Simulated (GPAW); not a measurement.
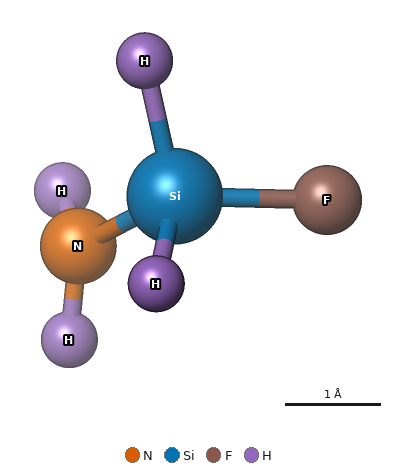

Figure 1. The input geometry (ball-and-stick view, seen at a tilt). Bond lengths as drawn: F–Si 1.64 Å, H–N 1.02 Å, H–Si 1.49 Å and N–Si 1.71 Å.

# Frequency calculation of SiNH$_{4}$F

The run: frequency calculation of SiNH$_{4}$F, SMILES N[SiH2]F. Method and program: PBE/plane waves, dispersion D4, scalar-relativistic datasets (GPAW 26.7.0).

The geometry was optimised with PBE/pw.

## The input (vib.py)
```python
from ase.calculators.mixing import SumCalculator
from ase.io import read
from ase.thermochemistry import IdealGasThermo
from ase.vibrations import Vibrations
from dftd4.ase import DFTD4
from gpaw import GPAW, PW

# Set up the molecule
molecule = read("relaxed.xyz")

# Ground state
calc = GPAW(mode=PW(600),
            xc="PBE",
            occupations={"name": "fermi-dirac", "width": 0.02},
            convergence={"density": 1e-05},
            maxiter=100,
            symmetry="off",
            txt="gs.txt")
molecule.calc = SumCalculator([DFTD4(method="PBE"), calc])

energy = molecule.get_potential_energy()
vib = Vibrations(molecule, delta=0.02)
vib.run()
vib.summary()
freqs = vib.get_frequencies()
zpe = vib.get_zero_point_energy()

thermo = IdealGasThermo(vib_energies=vib.get_energies(), potentialenergy=energy, atoms=molecule, geometry="nonlinear",
                        symmetrynumber=1, spin=0.0, ignore_imag_modes=True)
H = thermo.get_enthalpy(1000.0, verbose=False)
S = thermo.get_entropy(1000.0, 100000.0, verbose=False)
G = thermo.get_gibbs_energy(temperature=1000.0, pressure=100000.0)
```

## File relaxed.xyz
```
7
Lattice="12.403663 0.0 0.0 0.0 11.258723 0.0 0.0 0.0 12.199345000000001" Properties=species:S:1:pos:R:3:forces:R:3 energy=-34.09720213477518 pbc="F F F"
N        5.39475611       6.48274284       5.42640657       0.00152148       0.00253258       0.00502651
Si       6.68265543       5.96387952       6.43143912      -0.00206986       0.00220878       0.00062861
F        6.58289417       4.41016267       6.93890043      -0.00187072       0.00199106      -0.00445927
H        5.32812529       6.18629201       4.45739640       0.00422995       0.00670012       0.00414159
H        4.47852527       6.69130673       5.81103851      -0.00526855       0.00177364      -0.00211948
H        6.66538391       6.79052457       7.66955608      -0.00206751       0.00896658      -0.00317081
H        7.94619372       6.05278591       5.64820812      -0.00688045      -0.00413751      -0.00027018
```

Hardware: 1 thread of Arm Neoverse V1, 24 GiB of memory available, shared host.

Run as:
```bash
OMP_NUM_THREADS=1 python vib.py
```

## Log
```
---------------------
  #    meV     cm^-1
---------------------
  0    2.7i     21.9i
  1    2.0i     16.0i
  2    0.4i      3.0i
  3    1.3      10.6
  4    5.7      45.8
  5    7.8      62.8
  6   33.2     268.0
  7   34.9     281.9
  8   46.6     375.8
  9   67.3     542.9
 10   95.1     766.7
 11   97.3     784.8
 12  106.5     859.1
 13  109.3     881.7
 14  111.4     898.8
 15  114.3     922.2
 16  190.1    1533.2
 17  271.6    2190.9
 18  272.8    2200.3
 19  435.7    3514.0
 20  447.2    3606.7
---------------------
Zero-point energy: 1.224 eV
Enthalpy components at T = 1000.00 K:
===============================
Enthalpy components at T = 1000.00 K:
===============================
E_pot                -34.097 eV
E_ZPE                  1.217 eV
Cv_trans (0->T)        0.129 eV
Cv_rot (0->T)          0.129 eV
Cv_vib (0->T)          0.579 eV
-------------------------------
U                    -32.043 eV
===============================
(C_v -> C_p)           0.086 eV
-------------------------------
H                    -31.957 eV
===============================

Entropy components at T = 1000.00 K and P = 100000.0 Pa:
=================================================
{"":15s}{"S":13s}     {"T*S:13s}
S_trans (1 bar)    0.0019287 eV/K        1.929 eV
S_rot              0.0011722 eV/K        1.172 eV
S_elec             0.0000000 eV/K        0.000 eV
S_vib              0.0010989 eV/K        1.099 eV
S (1 bar -> P)    -0.0000000 eV/K       -0.000 eV
-------------------------------------------------
S                  0.0041999 eV/K        4.200 eV
=================================================

Free energy components at T = 1000.00 K and P = 100000.0 Pa:
=======================
    H        -31.957 eV
 -T*S         -4.200 eV
-----------------------
    G        -36.157 eV
=======================
```

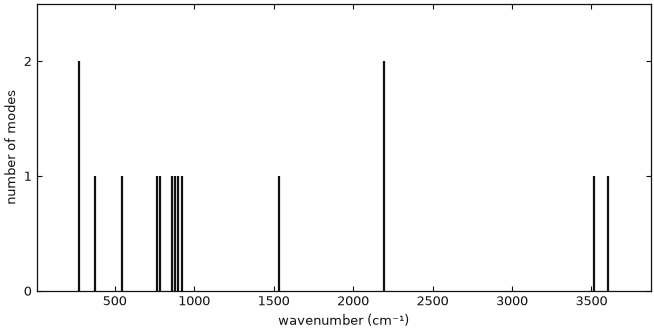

Figure 2. Harmonic vibrational wavenumbers from the force constants; neighbouring modes closer than 15 cm⁻¹ are counted in one stick. 15 modes from 268 to 3607 cm⁻¹, none imaginary.

## Results in brief

| quantity | value |
| --- | --- |
| outcome | converged |
| energy relative to the program's reference atoms | −34.0972 eV |
| zero-point energy | 0.044714 hartree |
| wavenumbers, lowest and highest | 268 and 3607 cm⁻¹ |
| wall time | 17 min |
| peak memory | 0.8 GiB |
